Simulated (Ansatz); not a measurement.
**Single-point calculation, with input and output: Al2H4O**

System: Al2H4O, SMILES [OH][AlH][AlH2].
Method: RKS PBE0-D4/def2-TZVPP (Ansatz 0.2.0).

The geometry comes from this level: PBE0-D4/def2-TZVP.

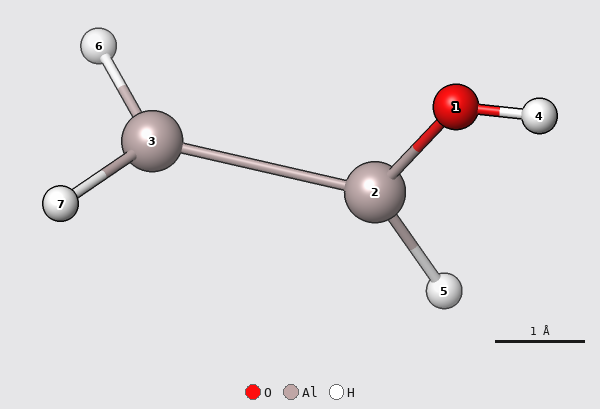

*The structure as given in the input (ball-and-stick view, seen at a tilt; atoms are numbered from 1 in the order of the input). Sticks mark near contacts.*

Bond lengths as drawn: Al–Al 2.59 Å, Al–H 1.59 to 1.60 Å, Al–O 1.71 Å and H–O 0.96 Å.

### Summary

```csv
quantity,value
outcome,converged
total energy,−15299.5047 eV
mean-field energy,−15299.4210 eV
dispersion energy,−0.0837 eV
SCF solution under orbital rotations,stable
HOMO,−6.93 eV
LUMO,−2.08 eV
hardware,"2 threads of Arm Neoverse V2, 23 GiB of memory available, shared host"
wall time,2 s (CPU time 3.7 s)
peak memory,0.32 GiB
```

### Input file
```yaml
crystal:
  periodic: [false, false, false]
  atoms:
    - {symbol: O, position_ang: [-1.761142, -0.901764, -0.372930]}
    - {symbol: Al, position_ang: [-0.424051, 0.060226, -0.815782]}
    - {symbol: Al, position_ang: [1.332174, 0.339367, 1.062632]}
    - {symbol: H, position_ang: [-2.486374, -1.090704, -0.967632]}
    - {symbol: H, position_ang: [-0.413066, 0.659674, -2.297365]}
    - {symbol: H, position_ang: [2.554984, -0.670254, 1.230417]}
    - {symbol: H, position_ang: [1.258574, 1.535355, 2.114761]}
basis:
  gaussian: {orbitals: def2-TZVPP}
hamiltonian: {xc: pbe0, dispersion: d4}
output: {orbitals: {seedname: orbitals}}
```

Launched with:
```bash
ansatz run in.yaml --threads 2 --pin off --events-out ev --progress --plain --max-ram 4352MiB
```

### Log
```
Functional definition: PBE0
  name "PBE0"
  cite "Adamo & Barone, J. Chem. Phys. 110, 6158 (1999) doi:10.1063/1.478522"
  cite "Perdew, Burke & Ernzerhof, Phys. Rev. Lett. 77, 3865 (1996) doi:10.1103/PhysRevLett.77.3865"
  parent pbe
  parameter a = 0.25
  parameter kappa = 0.804
  parameter beta = 0.06672455060314922
  exchange = (1 - a)*pbe_x(kappa = kappa, mu = beta*pi^2/3) + a*exact_x
  correlation = pbe_c(beta = beta)
987 factors; their error is unknown
mean field evaluation 1: about -15293.6119 eV, gradient 5.8e1 eV
mean field evaluation 2: about -15269.2080 eV, gradient 1.2e2 eV
mean field evaluation 4: about -15299.3886 eV, gradient 1.8e0 eV
mean field evaluation 8: about -15299.4209 eV, gradient 2.1e-2 eV
mean field -15299.42093439 eV, -562.2433490190 hartree, gradient 5.4e-5 eV, S^2 0.000000; 0 other end points of the search recorded, 0 dependent functions left out
reference -15299.42097214 eV, -562.2433504062 hartree; 19, 19 occupied and 152, 152 virtual orbitals, 987 factors
Total energy: -15299.50471505 eV, -562.2464279013 hartree
```

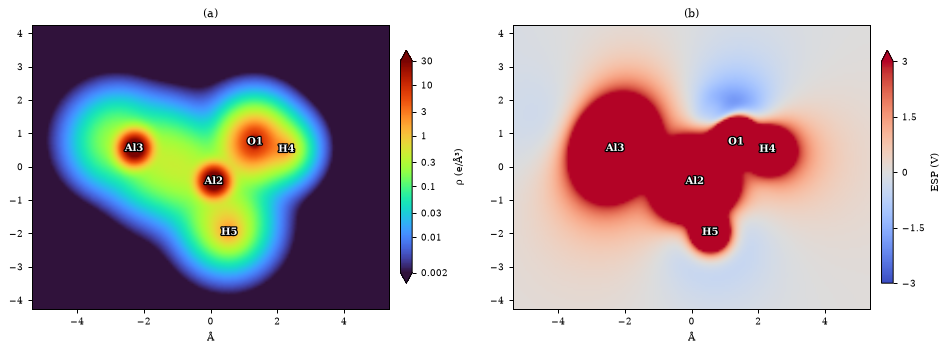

*(a) total electron density; (b) molecular electrostatic potential on the plane of atoms Al3, Al2 and H5.*

The plane passes through O, Al and H nuclei. Al–Al (2.59 Å): ρ at the midpoint is about 0.4 e/Å³. Al–H (1.60 Å): ρ at the midpoint is about 0.54 e/Å³.

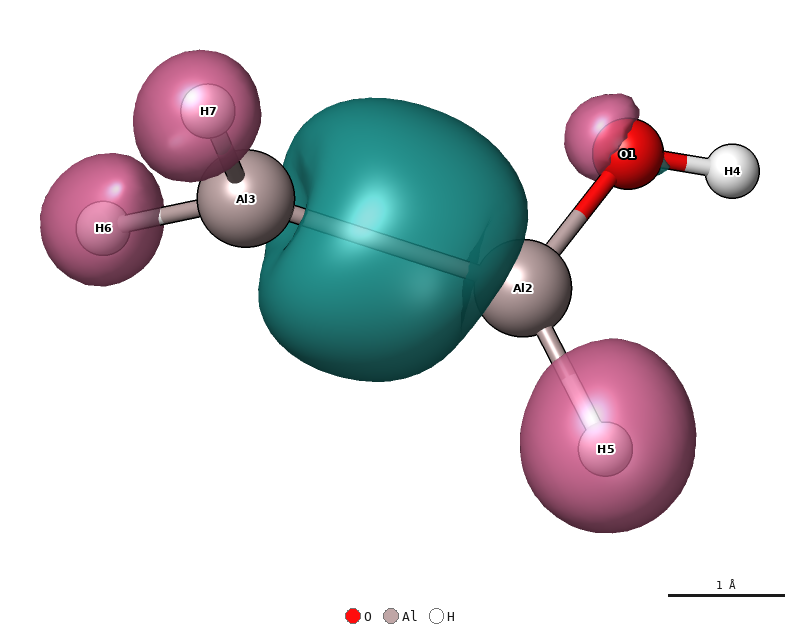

*The HOMO at ±0.15 Å⁻³ᐟ² (teal and pink are the two phases), seen at a tilt.*

Its weight (Hirshfeld) is mainly on Al3 (35 %), Al2 (35 %) and H5 (15 %). Its energy is −6.93 eV.

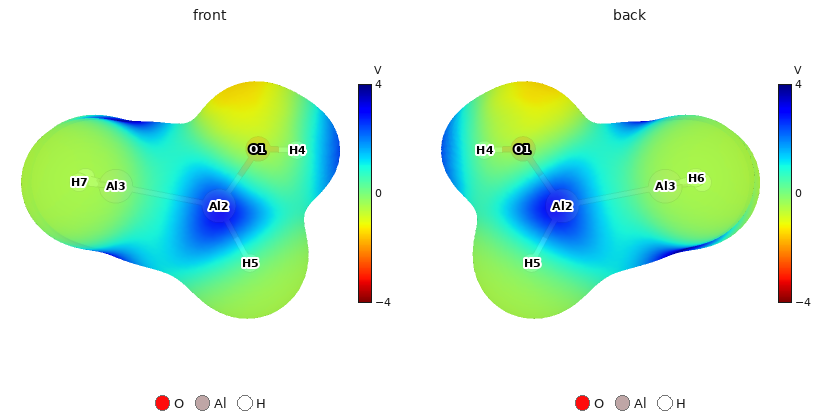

*The electrostatic potential painted on the density surface at 0.002 e/bohr³, seen face on and from behind; the colour scale runs from red (negative) to blue (positive).*

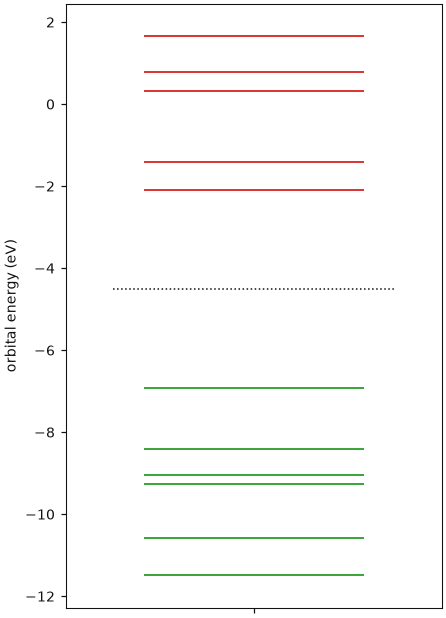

*Orbital energies near the frontier; the dotted line parts filled from empty levels, and levels within 0.02 eV of each other stand side by side.*

Highest filled −6.93 eV, lowest empty −2.08 eV, 4.85 eV apart.
